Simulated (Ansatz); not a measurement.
System: Br$_{3}$In (InBr3).

```xyz
4

In    0.0001    0.0000    0.0000
Br    2.4574   -0.0270    0.0127
Br   -1.2053    2.1415   -0.0170
Br   -1.2522   -2.1145    0.0043
```

Geometry: PBE0-D4/def2-SVP; core potentials replace the inner electrons of In.

Computed with RKS PBE0-D4/def2-TZVP in Ansatz 0.2.0.

Q: What can the converged electron density and electron localisation function tell about the bonding?

A: In–Br (2.46 Å): ρ is about 0.54 e/Å³ halfway; the ELF peaks at about 0.70 in the valence shell of Br, 1.0 Å from its nucleus, and drops to about 0.20 between the two atoms.

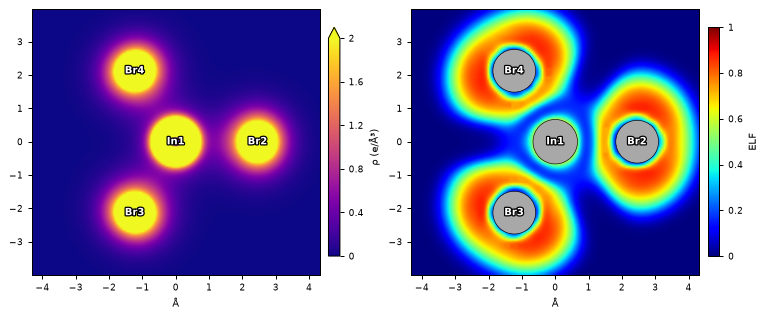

Computed electron density and electron localisation function on the molecular plane, in this order. Grey discs cover the atomic cores in the ELF map. 
